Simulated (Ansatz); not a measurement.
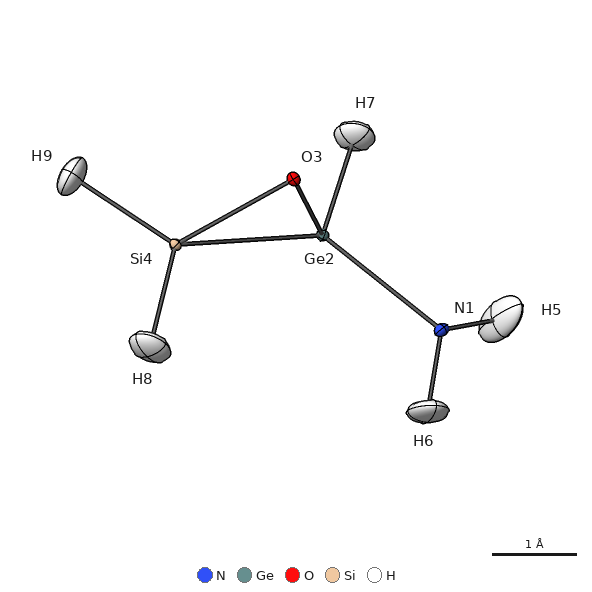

Displacement ellipsoids at the 50 % level, from the internal vibrations of the free molecule (harmonic, no overall translation or rotation; no half-axis is drawn under 0.075 Å). Vibrations computed with RKS PBE0-D4/def2-TZVP (Ansatz 0.2.0). Temperature: 100 K.

Question. Which atom moves most?

Answer. H5, with U_eq = 0.0369 Å².

Question. Does H5 move more along its bond or across it?

Answer. Across it: the root-mean-square amplitude is 0.092 Å along the bond and up to 0.283 Å across, since bending and torsion are softer than stretching.

List U_eq and the three principal root-mean-square amplitudes for each kind of atom.

```tsv
atom	U_eq (Å²)	rms amplitudes (Å)
N1	0.0030	0.038, 0.055, 0.067
Ge2	0.00030	0.013, 0.016, 0.022
O3	0.0020	0.032, 0.042, 0.056
Si4	0.00086	0.020, 0.028, 0.037
H5	0.0369	0.087, 0.152, 0.283
H6	0.0303	0.082, 0.158, 0.243
H7	0.0201	0.090, 0.153, 0.170
H8	0.0215	0.090, 0.156, 0.179
H9	0.0222	0.092, 0.164, 0.177
```
